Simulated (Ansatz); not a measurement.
**CCSD/STO-3G run of SiH4O (silanol)**

Aim: the vertical singlet–triplet gap of SiH4O (silanol) at CCSD/STO-3G, from 2 runs. 

The results are computed with Ansatz 0.2.0.

47 further runs of the same task are left out: 47 set aside as unsound or not needed.

## (1) The structure to begin with

SiH4O: 6 atoms, total charge 0, spin state singlet. SMILES: `O[SiH3]`. The coordinates come from a PBE0-D4/def2-TZVP relaxation.

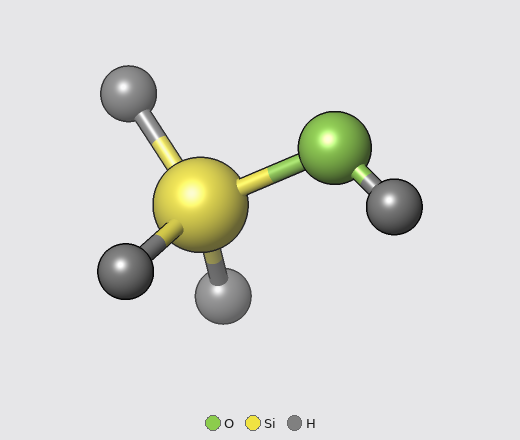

The structure, seen from a chosen angle (oxygen green, silicon yellow, hydrogen grey).

## (2) A single-point energy at CCSD/STO-3G

File run.yaml:

```yaml
crystal:
  periodic: [false, false, false]
  atoms:
    - {symbol: O, position_ang: [0.636700, -1.030300, 0.419000]}
    - {symbol: Si, position_ang: [-0.035700, 0.346500, -0.187000]}
    - {symbol: H, position_ang: [0.069100, -1.629200, 0.904700]}
    - {symbol: H, position_ang: [-1.128300, 0.045700, -1.152800]}
    - {symbol: H, position_ang: [1.060500, 1.064900, -0.875600]}
    - {symbol: H, position_ang: [-0.602300, 1.202400, 0.891700]}
basis:
  gaussian:
    orbitals: STO-3G
correlation:
  method: ccsd
  frozen_orbitals: {H: 0, O: 1, Si: 5}
accuracy: high
scf:
  omitted_lower_state_checks: [cluster_reference, increment]
```

Started as:

```sh
ansatz run run.yaml --threads 1 --pin off --max-ram 2610MiB --events-out events.jsonl --progress --plain --runs-dir runs
```

The program printed (excerpt; [...] marks lines left out):

```text
Warning: RAYON_NUM_THREADS=1 ignored (pool sized by the plan → 1); use --threads N
Functional definition: HF
  name "HF"
[...]
314 factors; integrals over basis functions are off by at most 3.0e-8 eV
[...]
mean field -9844.05363517 eV, -361.7622985532 hartree, gradient 8.8e-9 eV, S^2 0.000000; 0 other end points of the search recorded, 0 dependent functions left out
6 core orbitals not correlated: weight in the atoms' cores, before any rotation towards them, 1.000 or more for the frozen orbitals, at most 0.000 for the correlated occupied ones
reference -9844.05363517 eV, -361.7622985532 hartree; 7, 7 occupied and 5, 5 virtual orbitals, 314 factors
second order -2.03876914 eV of doubles, -0.00000000 eV of singles
cycle   1  -2.52454556 eV  change   -4.9e-1 eV  update   6.1e-2
[...]
cycle  19  -2.79276908 eV  change  -4.7e-10 eV  update  2.1e-10
Total energy: -9846.84640425 eV, -361.8649309241 hartree
Checks for a lower state left out: cluster_reference, increment
```

It took 0.12 s on 1 thread of Arm Neoverse V2, shared host.

## (3) The triplet at the same level

File run.yaml:

```yaml
crystal:
  periodic: [false, false, false]
  atoms:
    - symbol: O
      position_ang: [0.636700, -1.030300, 0.419000]
    - symbol: Si
      position_ang: [-0.035700, 0.346500, -0.187000]
    - symbol: H
      position_ang: [0.069100, -1.629200, 0.904700]
    - symbol: H
      position_ang: [-1.128300, 0.045700, -1.152800]
    - symbol: H
      position_ang: [1.060500, 1.064900, -0.875600]
    - symbol: H
      position_ang: [-0.602300, 1.202400, 0.891700]
basis:
  gaussian: {orbitals: STO-3G}
correlation: {method: ccsd, frozen_orbitals: {H: 0, O: 1, Si: 5}}
scf: {omitted_lower_state_checks: [cluster_reference, increment]}
magnetization: {spin_polarized: true, initial_magnetization: 2}
accuracy: high
```

Started as:

```sh
ansatz run run.yaml --threads 1 --pin off --max-ram 2610MiB --events-out events.jsonl --progress --plain --runs-dir runs
```

The program printed (excerpt; [...] marks lines left out):

```text
Warning: RAYON_NUM_THREADS=1 ignored (pool sized by the plan → 1); use --threads N
Functional definition: HF
  name "HF"
[...]
314 factors; integrals over basis functions are off by at most 3.0e-8 eV
[...]
mean field -9835.21946182 eV, -361.4376486707 hartree, gradient 2.2e-8 eV, S^2 2.002790; 5 other end points of the search recorded, 0 dependent functions left out
6 core orbitals not correlated: weight in the atoms' cores, before any rotation towards them, 1.000 or more for the frozen orbitals, at most 0.000 for the correlated occupied ones
reference -9835.21946182 eV, -361.4376486707 hartree; 8, 6 occupied and 4, 6 virtual orbitals, 314 factors
second order -1.57766474 eV of doubles, -0.00000000 eV of singles
cycle   1  -2.07090020 eV  change   -4.9e-1 eV  update   6.1e-2
[...]
cycle  28  -2.39639206 eV  change  -1.1e-10 eV  update   1.4e-9
Total energy: -9837.61585388 eV, -361.5257144547 hartree
Checks for a lower state left out: cluster_reference, increment
```

Run time: 0.24 s. Hardware: 1 thread of Arm Neoverse V2, shared host.

## (4) Summary of results

At CCSD/STO-3G, 6 core orbitals frozen:

| quantity | value |
| --- | --- |
| singlet: total energy | -361.86493 Eh |
| singlet: correlation energy (6 core orbitals frozen) | -102.6 mEh |
| singlet: T1 diagnostic | 0.009 |
| triplet: total energy | -361.52571 Eh |
| triplet: correlation energy (6 core orbitals frozen) | -88.1 mEh |
| triplet: ⟨S²⟩ of the reference determinant | 2.003 |
| triplet: T1 diagnostic | 0.013 |
| vertical energy of the triplet above the singlet | 9.231 eV |

At this shape the triplet lies 9.23 eV (213 kcal/mol) above the singlet. In a minimal basis such a difference can be off by several eV, whatever the method.
